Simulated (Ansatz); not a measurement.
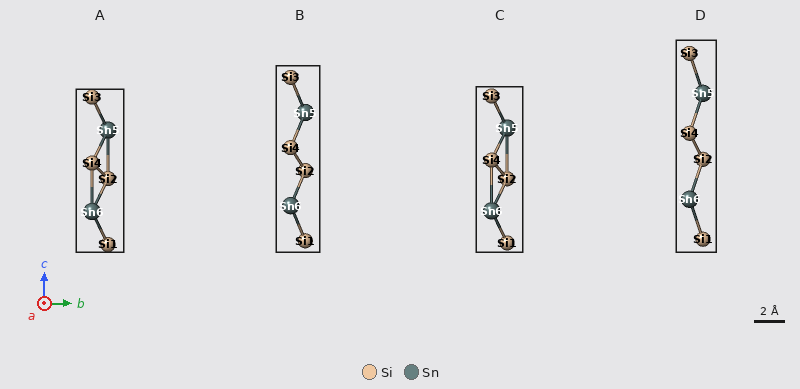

4 geometries from one relaxation of crystalline Si₂Sn (a generated structure, set up in P6_3/mmc), in shuffled order. The picture is a ball-and-stick view of the cell of the calculation, seen along the a axis.

All numbers below come from Ansatz, DFT PBE, scalar-relativistic, plane waves, PAW. (plane-wave cutoff 420 eV; k-point mesh 12 × 12 × 4; occupations gaussian; smearing width 0.1 eV; no spin polarisation; cell and atoms relaxed; force threshold 0.01 eV/Å; at most 80 steps)

Order the frames from highest to lowest energy.

D, B, C, A. They are steps 0, 3, 5, 14, at +263 meV per atom, +185 meV per atom, +35.6 meV per atom relative to the last. The largest moves relative to the cell, 0.15 Å, are those of Si1, Si2, Si3 and Si4. Si4 goes along −c. Sn stays in place. The volume changes by +7.9 %, with a = b 3.123 → 3.701 Å (+18.5 %), c 14.237 → 10.941 Å (−23.2 %). Near-neighbour distances that change, for instance: Si1–Sn5 4.434 → 3.255 Å, Sn5–Sn5 3.123 → 3.701 Å, Si1–Sn6 3.234 → 3.078 Å, Si1–Si3 2.512 → 2.376 Å. Among the angles between lasting bonds that change: Si4–Si2–Si4 76.9° → 102.3°. The space group stays P6_3/mmc (No. 194). Over 12 accepted moves (14 points after the start) the energy falls by 263 meV per atom. Largest force component: 0.11 eV/Å at the start, 0.0011 eV/Å at the end. Pressure: 0.80 GPa at the start and 0.00 GPa at the end. The SCF was repeated twice at an unchanged geometry on a basis and grid sized afresh for the cell, which shifted the energy by 7.0 meV per atom at most.
